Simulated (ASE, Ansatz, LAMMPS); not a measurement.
# Localised basis functions on Σ7 (111) twist boundary in Si (84 atoms), part 2 of 2

Aim: test how closely localised support functions follow the reference on Σ7 (111) twist boundary in Si (84 atoms), and at what cost. A setting counts as converged where the r.m.s. difference of forces stays under 1 % of the r.m.s. force.

Ansatz 0.2.0; Kohn-Sham DFT, PBE, PAW (set soft_2), plane waves.

The cell: 84 Si. The host structure and its lattice constant were typed by rule, without a check against the phase diagram. Sampling is at Γ alone, for a cell whose shortest periodic width is 9 Å.

So far. Step 3 (Plane-wave single point): Neighbours are counted within 2.68 Å (Si-Si).

## 3. Plane-wave single point (continued)

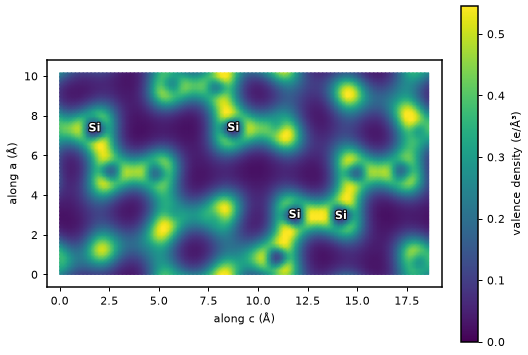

Valence density in the ca plane at fractional y = 0.015, with atoms of Si within 0.2 Å of it. It is the smooth field of the valence electrons, not physical close to the nuclei. The map starts off the cell's origin, so that atoms lie inside it.

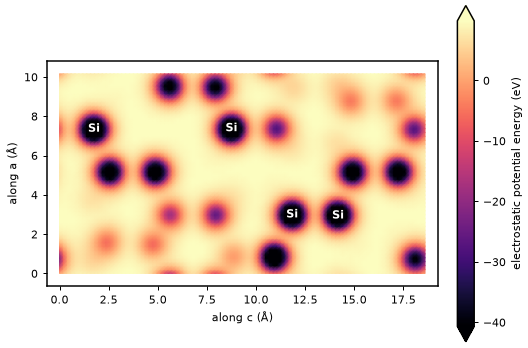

Electrostatic potential energy in the ca plane at fractional y = 0.015, with atoms of Si within 0.2 Å of it. With pseudopotentials it is smooth inside the atoms' cores, unlike the true potential. The map starts off the cell's origin, so that atoms lie inside it.

Forces differ by site in this geometry: Si atoms with 3 neighbours bear 0.63 eV/Å on average, against 0.23 eV/Å for those with 4. Intrinsic-atomic-orbital charges run from -0.07 to +0.05 e. Within 0.4 eV of the Fermi level the largest share is Si p (84 % of the projected weight).

## 4. Distances and neighbours

Bonds and neighbours are counted at the geometry of the runs.

Density 2.36 g/cm³, 19.80 Å³ an atom.

Pair distribution function in bins of 0.2 Å:

```csv
r (Å),total
2.30,4.76
2.50,0.78
2.70,0.00
2.90,0.21
3.10,0.12
3.30,0.21
3.50,0.09
3.70,1.62
3.90,4.10
4.10,0.50
4.30,0.73
4.50,2.54
4.70,0.87
4.90,0.35
5.10,0.19
5.30,0.65
5.50,0.71
5.70,0.43
5.90,1.90
6.10,0.64
6.30,0.48
6.50,1.11
6.70,2.15
6.90,1.18
7.10,1.13
7.30,0.62
7.50,0.70
7.70,1.27
```

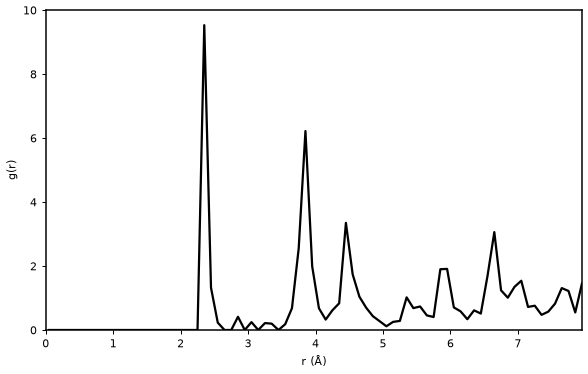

Pair distribution functions.

Bonds by pair of elements; cutoffs follow the first minimum of g(r), held within bounds set by covalent radii, and pairs that aren't listed don't count as bonded:

```csv
pair A-B,cutoff (Å),bonds,mean length (Å),spread (Å),shortest (Å),B about A,A about B
Si-Si,2.68,165,2.37,0.043,2.32,3.93,3.93
```

How many atoms have how many bonded neighbours:

```csv
element,mean,3,4,5
Si,3.93,8,74,2
```

Bond angles, per cent of each kind in bins of 5°:

```csv
angle (°),Si-Si-Si
80–85,1.2
85–90,0.0
90–95,1.2
95–100,2.5
100–105,7.4
105–110,44.3
110–115,36.9
115–120,4.9
120–125,0.0
125–130,1.2
130–135,0.0
135–140,0.0
140–145,0.0
145–150,0.0
150–155,0.0
155–160,0.0
160–165,0.0
165–170,0.0
170–175,0.0
175–180,0.4
```

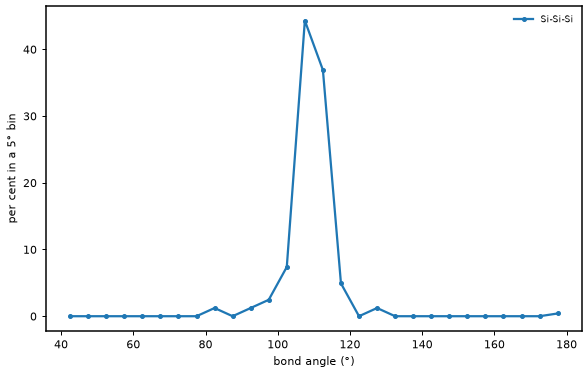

Distributions of the most common bond angles.

Bond angles (no mean is given where the spread exceeds 20°):

```csv
angle,count,mean (°),spread (°)
Si-Si-Si,488,109,7.3
```

Bond length by coordination (bonds to H left out):

```csv
element,coordination,atoms,mean bond length (Å)
Si,3,8,2.39
Si,4,74,2.36
Si,5,2,2.49
```

Rings of the network by King's shortest-path rule, up to 12 atoms, one path for each pair of neighbours; H, halogens, alkali and alkaline-earth atoms are left out, and the last column divides by all other atoms, bonded or not:

```csv
ring size (atoms),rings,per network atom
5,6,0.071
6,139,1.66
8,6,0.071
9,2,0.024
```

With the cutoffs above, 88 % of Si atoms have 4 bonded neighbours. The Si-Si-Si angle averages 109° with a spread of 7°. Bonds at Si atoms with 3 neighbours average 2.39 Å, against 2.36 Å at those with 4. Rings of 6 atoms are the most common (91 % of those counted); sizes run from 5 to 9.

The surroundings of Si30, which has 5 bonded neighbours where the commonest count for Si is 4, nearest first, numbered as they follow in the input and with coordinates relative to it.

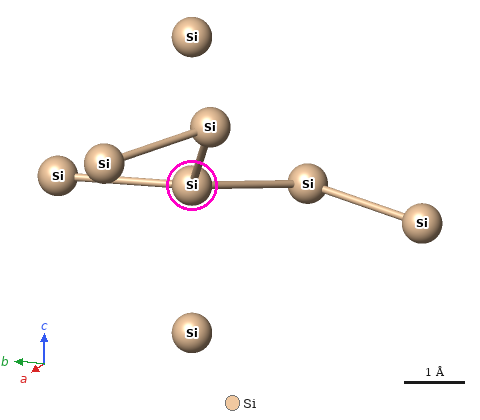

The atoms of the table, within 3.9 Å (arrows a, b, c point along x, y, z); some may hide others; the central atom is ringed.

```csv
atom,x,y,z,distance (Å),bonds,intrinsic-atomic-orbital charge (e),Fx,Fy,Fz (eV/Å)
Si30,0.00,0.00,0.00,0.00,5,0.03,0.000,0.000,0.918
Si19,-2.37,0.50,0.40,2.46,4,-0.01,-0.238,0.071,-0.098
Si5,1.61,1.81,0.40,2.46,4,-0.01,0.180,0.171,-0.097
Si9,0.76,-2.30,0.40,2.46,4,-0.01,0.057,-0.241,-0.097
Si29,0.00,0.00,-2.53,2.53,4,-0.04,0.001,0.000,-0.216
Si44,0.00,0.00,2.55,2.55,4,-0.01,0.000,0.000,0.020
Si38,-2.91,2.55,-0.52,3.91,4,0.01,0.049,0.056,-0.216
Si42,-0.76,-3.80,-0.52,3.91,4,0.01,-0.074,0.014,-0.216
```

The column of bonds counts only the pairs Si-Si within 2.68 Å; other neighbours, such as metal atoms beside each other in a compound, aren't counted, and periodic images can show an atom twice.

## 5. Support functions medium

The cell is solved in localised support functions.

This step: Kohn-Sham DFT, PBE, PAW (set soft_2), localised support functions (medium) (Ansatz 0.2.0).

Contents of input.yaml:

```yaml
crystal:
  lattice:
    - [10.16047, 0.0, 0.0]
    - [-5.08024, 8.79923, 0.0]
    - [0.0, 0.0, 18.60372]
  atoms:
    [... the 84 atom lines of step 3 ...]
kpoints:
  mp_grid: { grid: [1, 1, 1] }
hamiltonian:
  xc: pbe
scf:
  occupations: { method: fermi_dirac, width: 0.05 }
  eigensolver: { kind: { support_functions: { accuracy: medium } } }
  mixing: { beta: 0.4 }
  max_iter: 150
output:
  forces: true
  eigenvalues: true
```

Launch:

```sh
$ ansatz run input.yaml --threads 8 --pin off --max-ram 15872MiB --backend cpu --events-out ev --progress --plain --runs-dir out
```

Numbers of over 12 decimals in the logs are rounded to 6 here.

Log:

```text
Warning: scf.eigensolver.kind.support_functions: disabling space-group detection — the functions' gradient is summed over unrotated k-points, so no spatial operation reduces the k-mesh or symmetrises the density; time reversal is kept, so that k and −k are solved as one point where they differ and the mesh holds both, and exact exchange and, on two spinor components, a DFT+U term hold to it where the run has them: [...]
settings of this run that can trade accuracy for cost: scf.eigensolver.kind.support_functions [...]
[...]
Crystal: 84 atoms, lattice volume = 1663.253 Å³
Basis set: ecut = 420 eV, 32523 PW (Γ), exchange–correlation on 144×144×250 points (8 copies of the dense FFT grid, shifted against one another)
Bands: 202, of which v1, the nominal top of the filled ones, is band 168 counted from 1 (167 counted from 0)
Symmetry: 1 space group operations
k-points: 1
[...]
SCF iter   1: F=—  HF=-53382.288512 eV  |F-HF|=—  |Δ(HF+E_count)|=         —  Δρ=3.84e-2  dr2=2.28e1  ethr=1.00e-1
[...]
SCF iter  10: F=—  HF=-53396.495709 eV  |F-HF|=—  |Δ(HF+E_count)|=   6.99e-4  Δρ=1.33e-5  dr2=3.79e-6  ethr=2.94e-9  κ⁻¹=5.2e-8(r=7)
SCF iter  11: F=-53396.495713 eV  HF=-53396.495712 eV  |F-HF|=2.38e-7  |Δ(HF+E_count)|=   3.23e-6  Δρ=4.82e-6  dr2=6.59e-7  ethr=1.13e-9
SCF 1 converged in 11 iterations: F = -53396.502448 eV  dr2 = 6.59e-7
[...]
SCF converged after 11 iterations
Stability not checked: this state was not tested for a lower state beside it, because the mixer in use, unlike msr1, does not test its closes by its own steps (another_mixer; see scf.mixing.algorithm and scf.lower_state_search)
Free energy (F): -53396.502448 eV
[...]
Internal energy: -53396.467615 eV  (E = F + TS)
E sigma→0 (E₀):  -53396.485032 eV
Entropy (-TS):   -0.034833 eV (-0.415 meV/atom)
Fermi energy:    6.567024 eV
[...]
Σ components = -53396.502448   (vs F -53396.502448, Δ=0.00e0)
--- Forces (eV/Å), atoms counted from 1 ---
  atom   1  Si    -0.17575482     0.02887995     0.03380435
  atom   2  Si     0.10203578     0.11258402    -0.09716807
  atom   3  Si    -0.00057642     0.00036647     0.11266512
  atom   4  Si    -0.00078688     0.00035847     0.00417106
[...]
atom  84  Si     0.16738024    -0.39628044    -0.25910669
  max |Σ_I F_I| component: 5.75e-4 eV/Å
--- Band table (eV) ---
[...]
```

The job ended after 45 s (8 threads of Arm Neoverse V1, shared host; peak memory 3.1 GiB; 5.8 min of CPU time).

The program notes that the band table was not solved further than the SCF left it and it switched symmetry off.

Keys that differ from the reference: support_functions.accuracy = "medium", scf.max_iter = 150 and scf.mixing.beta = 0.4.

Forces differ from the reference by 0.44 meV/Å r.m.s., 0.23 % of their size, well within a tolerance of 1 %; the energy by -0.29 meV/atom. It took 45 s and 11 cycles; the reference's time can't be set against it, since the two runs asked for unlike analyses.

## 6. What each setting buys

Differences are against the plane-wave reference (Kohn-Sham DFT, PBE, PAW (set soft_2), plane waves), whose r.m.s. force component is 0.195 eV/Å. Energies are set beside the reference only for runs with its functional, potentials and electron count. Times are for 8 threads of Arm Neoverse V1, shared host. The reference's time includes the DOS, the stress and grids, which some other runs skip.

```csv
run,"Δ force, r.m.s. (meV/Å)",share of r.m.s. force (%),Δ energy (meV/atom),Δ gap (eV),cycles,time,host memory (GiB)
reference,-,-,-,-,7,10 s,1.6
support functions medium,0.444,0.228,-0.291,0,11,45 s,3.1
```

## 7. Results

```json
{"free energy per atom": "-635.6724 eV/atom", "density": "2.355 g/cm³", "pressure": "0.5429 GPa", "r.m.s. force component": "0.1951 eV/Å", "spacing of highest filled and lowest empty level": "0.3369 eV", "wall time of the 2 DFT runs": "56 s"}
```

**Reading.** Against plane waves at 420 eV, the forces differ by 0.44 meV/Å (0.23 %) with support functions medium. At 84 atoms the run with support functions medium takes roughly 4.5 times the time of plane waves (whose run also made extra analyses, so the like-for-like ratio is larger), in 11 SCF cycles against 7. Differences between support functions and plane waves include what basis error the plane-wave run still has.

Between filled and empty levels lie 0.337 eV at Γ alone; the mesh holds the band edges only if they fold onto it, so the gap at this level can be narrower or closed, while semilocal functionals tend to narrow gaps against experiment. 2 levels are partly filled, by over 2 %, under the smearing. Forces differ by site in this geometry: Si atoms with 3 neighbours bear 0.63 eV/Å on average, against 0.23 eV/Å for those with 4. With the cutoffs above, 88 % of Si atoms have 4 bonded neighbours.

Caveats: The geometry was minimised with a classical potential after classical dynamics and isn't relaxed at this level: its force components are 0.20 eV/Å r.m.s.

[Logs are printed without paths, hosts, clocks, repeated set-up lines and the standing remarks that a program may print on its own settings, such as how far it seeks lower states.]

[Hosts, paths, dates, database ids (printed as entryN), source tags and the programs' standing remarks are cut or masked in the printed files.]
